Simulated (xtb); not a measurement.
# Geometry relaxation of In$_{2}$H$_{6}$O$_{2}$ (part 2 of 2)

The same run, continued: In$_{2}$H$_{6}$O$_{2}$; GFN2-xTB (xtb 6.7.1 later snapshot).  The settings are looser than a standard set-up, so the numbers are not reference values.

Geometry of the input (Å):
```
In 1.6953  0.0085  0.0279
H  2.1530  -1.6514  0.4902
H  2.5133  1.2376  -0.3223
O  -0.0979  0.5482  1.3094
In -1.7247  -0.0066  0.0119
H  -2.2068  -1.6004  0.5520
H  -2.5288  1.3022  -0.3533
O  0.0298  -0.3434  -1.3030
H  -0.0995  1.1483  2.0733
H  0.0287  -0.4847  -2.2584
```

Output, continued:
```
10
 xtb: 6.7.1
In           1.66752305654363       -0.06639100507902        0.05099927012552
H            2.12045638366589       -1.60172805482459        0.54290120827797
H            2.48761612786230        1.34539348661119       -0.34861499462678
O           -0.04575609912425        0.48728987779205        1.31630366282969
In          -1.71389609011690       -0.03985956745023        0.04758580652728
H           -2.18786801288899       -1.57469796977553        0.51945920095918
H           -2.51619704280762        1.36064746362280       -0.41832598208482
O           -0.00288968635774       -0.34890185114302       -1.29725190785101
H           -0.05129865647379        1.09468252316055        2.05968576660541
H            0.00473001969745       -0.49806490291414       -2.24505203076252

 Bond Distances (Angstroems)
 ---------------------------
In1-H2=1.6746        In1-H3=1.6809        In1-O4=2.2007        In1-In5=3.3815       In1-O8=2.1651        H2-In1=1.6746
H3-In1=1.6809        O4-In1=2.2007        O4-In5=2.1611        O4-H9=0.9600         In5-In1=3.3815       In5-O4=2.1611
In5-H6=1.6742        In5-H7=1.6799        In5-O8=2.1981        H6-In5=1.6742        H7-In5=1.6799        O8-In1=2.1651
O8-In5=2.1981        O8-H10=0.9595        H9-O4=0.9600         H10-O8=0.9595
 O  H  Rav=0.9597 sigma=0.0002  Rmin=0.9595  Rmax=0.9600     2
 In H  Rav=1.6774 sigma=0.0030  Rmin=1.6742  Rmax=1.6809     4
 In O  Rav=2.1812 sigma=0.0182  Rmin=2.1611  Rmax=2.2007     4
 In In Rav=3.3815 sigma=0.0000  Rmin=3.3815  Rmax=3.3815     1

 selected bond angles (degree)
 --------------------
H3-In1-H2=135.07               O4-In1-H2=105.80               O4-In1-H3=107.77               In5-In1-H2=106.14
In5-In1-H3=118.75              In5-In1-O4= 38.75              O8-In1-H2=105.78               O8-In1-H3=109.75
O8-In1-O4= 77.89               O8-In1-In5= 39.55              In5-O4-In1=101.66              H9-O4-In1=127.51
H9-O4-In5=127.19               O4-In5-In1= 39.60              H6-In5-In1=106.00              H6-In5-O4=106.06
H7-In5-In1=118.97              H7-In5-O4=109.15               H7-In5-H6=135.01               O8-In5-In1= 38.84
O8-In5-O4= 78.03               O8-In5-H6=105.30               O8-In5-H7=108.62               In5-O8-In1=101.61
H10-O8-In1=129.00              H10-O8-In5=129.23

 selected dihedral angles (degree)
 ---------------------------------
In5-O4-In1-H2=263.75          In5-O4-In1-H3=114.06          In5-O4-In1-O8=  6.95          H9-O4-In1-H2=104.29
H9-O4-In1-H3=314.60           H9-O4-In1-In5=200.53          H9-O4-In1-O8=207.49           O4-In5-In1-H2= 95.30
O4-In5-In1-H3=277.32          O4-In5-In1-O8=190.71          H6-In5-In1-H2=359.28          H6-In5-In1-H3=181.30
H6-In5-In1-O4=263.98          H6-In5-In1-O8= 94.69          H7-In5-In1-H2=180.66          H7-In5-In1-H3=  2.68
H7-In5-In1-O4= 85.36          H7-In5-In1-O8=276.07          O8-In5-In1-H2=264.59          O8-In5-In1-H3= 86.61
O8-In5-In1-O4=169.29          In1-In5-O4-H9=159.56          H6-In5-O4-In1= 95.85          H6-In5-O4-H9=255.41
H7-In5-O4-In1=247.38          H7-In5-O4-H9= 46.94           O8-In5-O4-In1=353.16          O8-In5-O4-H9=152.71
In5-O8-In1-H2= 96.40          In5-O8-In1-H3=248.42          In5-O8-In1-O4=353.17          H10-O8-In1-H2=271.97
H10-O8-In1-H3= 63.99          H10-O8-In1-O4=168.74          H10-O8-In1-In5=175.57         In1-O8-In5-O4=  6.95
In1-O8-In5-H6=263.35          In1-O8-In5-H7=113.36          H10-O8-In5-In1=184.44         H10-O8-In5-O4=191.40
H10-O8-In5-H6= 87.79          H10-O8-In5-H7=297.81

 CMA Distance (Angstroems)
 ---------------------------
R(CMA):  1.5311
           -------------------------------------------------
          |                Final Singlepoint                |
           -------------------------------------------------

          ...................................................
          :                      SETUP                      :
          :.................................................:
          :  # basis functions                  34          :
          :  # atomic orbitals                  32          :
          :  # shells                           16          :
          :  # electrons                        24          :
          :  max. iterations                   250          :
          :  Hamiltonian                  GFN2-xTB          :
          :  restarted?                      false          :
          :  GBSA solvation                  false          :
          :  PC potential                    false          :
          :  electronic temp.          300.0000000     K    :
          :  accuracy                    1.0000000          :
          :  -> integral cutoff          0.2500000E+02      :
          :  -> integral neglect         0.1000000E-07      :
          :  -> SCF convergence          0.1000000E-05 Eh   :
          :  -> wf. convergence          0.1000000E-03 e    :
          :  Broyden damping             0.4000000          :
          :  net charge                          0          :
          :  unpaired electrons                  0          :
          ...................................................

 iter      E             dE          RMSdq      gap      omega  full diag
   1    -13.7015262 -0.137015E+02  0.840E-06    4.69       0.0  T
   2    -13.7015262 -0.106581E-13  0.458E-06    4.69    6906.0  T
   3    -13.7015262  0.195399E-13  0.106E-06    4.69   29709.3  T

   *** convergence criteria satisfied after 3 iterations ***

         #    Occupation            Energy/Eh            Energy/eV
      -------------------------------------------------------------
         1        2.0000           -0.6775435             -18.4369
       ...           ...                  ...                  ...
         6        2.0000           -0.5051371             -13.7455
         7        2.0000           -0.4768195             -12.9749
         8        2.0000           -0.4707055             -12.8085
         9        2.0000           -0.4547866             -12.3754
        10        2.0000           -0.4446283             -12.0990
        11        2.0000           -0.4172727             -11.3546
        12        2.0000           -0.4090263             -11.1302 (HOMO)
        13                         -0.2365542              -6.4370 (LUMO)
        14                         -0.2046707              -5.5694
        15                         -0.1306682              -3.5557
        16                         -0.1100491              -2.9946
        17                         -0.1072559              -2.9186
       ...                                ...                  ...
        32                          1.0099381              27.4818
      -------------------------------------------------------------
                  HL-Gap            0.1724722 Eh            4.6932 eV
             Fermi-level           -0.3227902 Eh           -8.7836 eV

 SCC (total)                   0 d,  0 h,  0 min,  0.002 sec
 SCC setup                      ...        0 min,  0.000 sec (  1.745%)
 Dispersion                     ...        0 min,  0.000 sec (  0.610%)
 classical contributions        ...        0 min,  0.000 sec (  0.231%)
 integral evaluation            ...        0 min,  0.001 sec ( 22.619%)
 iterations                     ...        0 min,  0.001 sec ( 31.318%)
 molecular gradient             ...        0 min,  0.001 sec ( 41.374%)
 printout                       ...        0 min,  0.000 sec (  1.685%)

         :::::::::::::::::::::::::::::::::::::::::::::::::::::
         ::                     SUMMARY                     ::
         :::::::::::::::::::::::::::::::::::::::::::::::::::::
         :: total energy             -13.648343465199 Eh    ::
         :: gradient norm              0.002282147993 Eh/a0 ::
         :: HOMO-LUMO gap              4.693206824155 eV    ::
         ::.................................................::
         :: SCC energy               -13.701518322000 Eh    ::
         :: -> isotropic ES            0.084156990638 Eh    ::
         :: -> anisotropic ES         -0.003140672292 Eh    ::
         :: -> anisotropic XC          0.003469858165 Eh    ::
         :: -> dispersion             -0.005716436042 Eh    ::
         :: repulsion energy           0.053174856801 Eh    ::
         :: add. restraining           0.000000000000 Eh    ::
         :: total charge              -0.000000000000 e     ::
         :::::::::::::::::::::::::::::::::::::::::::::::::::::

           -------------------------------------------------
          |                Property Printout                |
           -------------------------------------------------

    * Orbital Energies and Occupations

         #    Occupation            Energy/Eh            Energy/eV
      -------------------------------------------------------------
         1        2.0000           -0.6775435             -18.4369
         2        2.0000           -0.6761485             -18.3989
         3        2.0000           -0.5913394             -16.0912
         4        2.0000           -0.5763992             -15.6846
         5        2.0000           -0.5345405             -14.5456
         6        2.0000           -0.5051371             -13.7455
         7        2.0000           -0.4768195             -12.9749
         8        2.0000           -0.4707055             -12.8085
         9        2.0000           -0.4547866             -12.3754
        10        2.0000           -0.4446283             -12.0990
        11        2.0000           -0.4172727             -11.3546
        12        2.0000           -0.4090263             -11.1302 (HOMO)
        13                         -0.2365542              -6.4370 (LUMO)
        14                         -0.2046707              -5.5694
        15                         -0.1306682              -3.5557
        16                         -0.1100491              -2.9946
        17                         -0.1072559              -2.9186
        18                         -0.0364891              -0.9929
        19                         -0.0346494              -0.9429
        20                         -0.0253435              -0.6896
        21                         -0.0114453              -0.3114
        22                          0.0799572               2.1757
        23                          0.0985856               2.6827
       ...                                ...                  ...
        32                          1.0099381              27.4818
      -------------------------------------------------------------
                  HL-Gap            0.1724722 Eh            4.6932 eV
             Fermi-level           -0.3227902 Eh           -8.7836 eV

     #   Z          covCN         q      C6AA      α(0)
     1  49          3.762     0.277   270.403    31.026
     2   1          0.910    -0.024     3.523     2.936
     3   1          0.909    -0.041     3.884     3.083
     4   8          2.221    -0.505    22.934     6.468
     5  49          3.765     0.276   270.437    31.027
     6   1          0.910    -0.025     3.539     2.943
     7   1          0.909    -0.042     3.897     3.088
     8   8          2.220    -0.505    22.930     6.467
     9   1          0.806     0.295     0.737     1.348
    10   1          0.806     0.293     0.741     1.352

 Mol. C6AA /au·bohr⁶  :       2652.701651
 Mol. C8AA /au·bohr⁸  :     224372.166145
 Mol. α(0) /au        :         89.738468

Wiberg/Mayer (AO) data.
largest (>0.10) Wiberg bond orders for each atom

 ---------------------------------------------------------------------------
     #   Z sym  total        # sym  WBO       # sym  WBO       # sym  WBO
 ---------------------------------------------------------------------------
     1  49      2.638 --     2      0.729     3      0.726     8      0.589
                             4      0.555
     2   1      0.997 --     1      0.729     3      0.181
     3   1      0.996 --     1      0.726     2      0.181
     4   8      2.210 --     9      0.877     5      0.590     1      0.555
     5  49      2.642 --     6      0.729     7      0.726     4      0.590
                             8      0.557
     6   1      0.997 --     5      0.729     7      0.180
     7   1      0.996 --     5      0.726     6      0.180
     8   8      2.210 --    10      0.878     1      0.589     5      0.557
     9   1      0.913 --     4      0.877
    10   1      0.914 --     8      0.878
 ---------------------------------------------------------------------------

Topologies differ in total number of bonds
Writing topology from bond orders to xtbtopo.mol

molecular dipole:
                 x           y           z       tot (Debye)
 q only:        0.010       0.084      -0.054
   full:        0.011       0.181      -0.098       0.524
molecular quadrupole (traceless):
                xx          xy          yy          xz          yz          zz
 q only:        1.280      -0.091      -3.348      -0.067       2.806       2.067
  q+dip:       -4.984      -0.083       0.155      -0.210       2.819       4.829
   full:       -0.024      -0.227      -7.299      -0.356       6.353       7.323

           -------------------------------------------------
          |                Geometry Summary                 |
           -------------------------------------------------

      molecular mass/u    :      267.6826276
   center of mass at/Å    :       -0.0233353      -0.0368277       0.0438396
  moments of inertia/u·Å² :        0.8117427E+02   0.6887873E+03   0.7492886E+03
rotational constants/cm⁻¹ :        0.2076721E+00   0.2447436E-01   0.2249818E-01

 * 8 selected distances

     #   Z          #   Z                                           value/Å
     1  49          2   1                                         1.6746273
     1  49          3   1                                         1.6808867
     4   8          5  49                                         2.1610700
     5  49          6   1                                         1.6742292
     5  49          7   1                                         1.6799348
     1  49          8   8                                         2.1651497 (max)
     4   8          9   1                                         0.9599863
     8   8         10   1                                         0.9594962 (min)

 * 3 distinct bonds (by element types)

   Z      Z             #   av. dist./Å        max./Å        min./Å
   1 H    8 O           2     0.9597412     0.9599863     0.9594962
   1 H   49 In          4     1.6774195     1.6808867     1.6742292
   8 O   49 In          2     2.1631098     2.1651497     2.1610700

optimized geometry written to: xtbopt.xyz

           -------------------------------------------------
          | TOTAL ENERGY              -13.648343465199 Eh   |
          | GRADIENT NORM               0.002282147993 Eh/α |
          | HOMO-LUMO GAP               4.693206824155 eV   |
           -------------------------------------------------

------------------------------------------------------------------------
------------------------------------------------------------------------
 total:
 *  cpu-time:     0 d,  0 h,  0 min,  0.027 sec
 * ratio c/w:     1.000 speedup
 SCF:
 *  cpu-time:     0 d,  0 h,  0 min,  0.004 sec
 * ratio c/w:     1.000 speedup
 ANC optimizer:
 *  cpu-time:     0 d,  0 h,  0 min,  0.016 sec
 * ratio c/w:     1.000 speedup
```

File xtbopt.xyz:
```
10
 energy: -13.648343465199 gnorm: 0.002282147993 xtb: 6.7.1
In           1.66752305654363       -0.06639100507902        0.05099927012552
H            2.12045638366589       -1.60172805482459        0.54290120827797
H            2.48761612786230        1.34539348661119       -0.34861499462678
O           -0.04575609912425        0.48728987779205        1.31630366282969
In          -1.71389609011690       -0.03985956745023        0.04758580652728
H           -2.18786801288899       -1.57469796977553        0.51945920095918
H           -2.51619704280762        1.36064746362280       -0.41832598208482
O           -0.00288968635774       -0.34890185114302       -1.29725190785101
H           -0.05129865647379        1.09468252316055        2.05968576660541
H            0.00473001969745       -0.49806490291414       -2.24505203076252
```

Standard error:
```
normal termination of xtb
```

Trajectory as extended XYZ (Å, eV, eV/Å), 4 frames, from step=0 to step=3:
```
10
Properties=species:S:1:pos:R:3 step=0 energy=-371.00102
In    1.6953    0.0085    0.0279
H     2.1530   -1.6514    0.4902
H     2.5133    1.2376   -0.3223
O    -0.0979    0.5482    1.3094
In   -1.7247   -0.0066    0.0119
H    -2.2068   -1.6004    0.5520
H    -2.5288    1.3022   -0.3533
O     0.0298   -0.3434   -1.3030
H    -0.0995    1.1483    2.0733
H     0.0287   -0.4847   -2.2584
10
Properties=species:S:1:pos:R:3 step=1 energy=-371.36195
In    1.6744   -0.0965    0.0628
H     2.1512   -1.6157    0.4943
H     2.5125    1.2882   -0.3321
O    -0.0722    0.5614    1.2967
In   -1.7155   -0.0693    0.0525
H    -2.2035   -1.5812    0.5329
H    -2.5293    1.3279   -0.3800
O     0.0132   -0.3136   -1.3093
H    -0.0915    1.1415    2.0663
H     0.0232   -0.4844   -2.2563
10
Properties=species:S:1:pos:R:3 step=2 energy=-371.38590
In    1.6705   -0.0637    0.0444
H     2.1154   -1.6174    0.5370
H     2.5059    1.3425   -0.3429
O    -0.0483    0.4981    1.3149
In   -1.7154   -0.0333    0.0555
H    -2.1755   -1.5829    0.5140
H    -2.5345    1.3569   -0.4172
O    -0.0027   -0.3499   -1.2944
H    -0.0582    1.1048    2.0593
H     0.0052   -0.4967   -2.2428
10
Properties=species:S:1:pos:R:3 step=3 energy=-371.39035
In    1.6675   -0.0664    0.0510
H     2.1205   -1.6017    0.5429
H     2.4876    1.3454   -0.3486
O    -0.0458    0.4873    1.3163
In   -1.7139   -0.0399    0.0476
H    -2.1879   -1.5747    0.5195
H    -2.5162    1.3606   -0.4183
O    -0.0029   -0.3489   -1.2973
H    -0.0513    1.0947    2.0597
H     0.0047   -0.4981   -2.2450
```

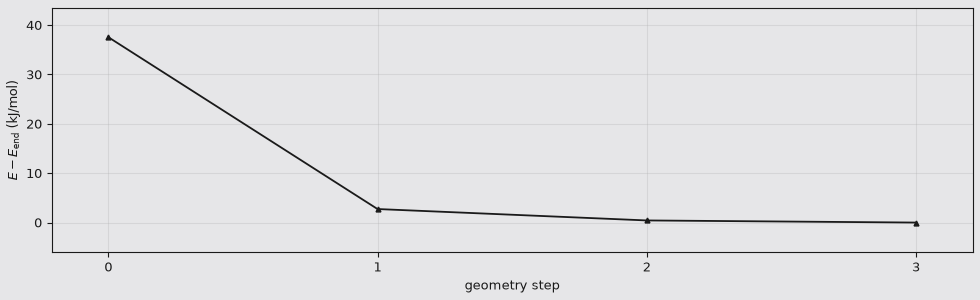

**Figure 1.** Progress of the relaxation, step by step (steps are counted from 0).

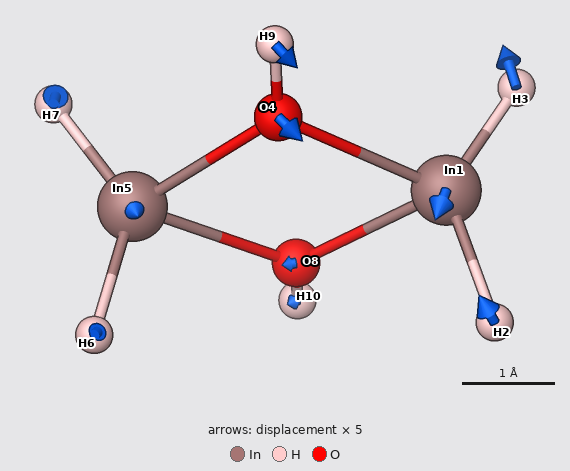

**Figure 2.** The starting structure with the displacements as blue arrows, magnified 5 times (ball-and-stick view, seen at a tilt). The two geometries are laid on each other by the best rigid fit. Over 3 geometry steps the energy falls by 37.6 kJ/mol. The atom that moves furthest after the best rigid fit is H3 (0.11 Å). By element the largest moves are H 0.11 Å, In 0.08 Å, O 0.08 Å. Among the contacts that change: In1–H3 1.517 → 1.681 Å, In1–H2 1.783 → 1.675 Å, In5–H7 1.579 → 1.680 Å, In5–H6 1.751 → 1.674 Å. Among the angles that change: H7–In5–O8 113.1° → 108.6°, H3–In1–O8 113.9° → 109.8°, H2–In1–O8 101.9° → 105.8°. (Atoms are counted from 1 in the order of the input.)
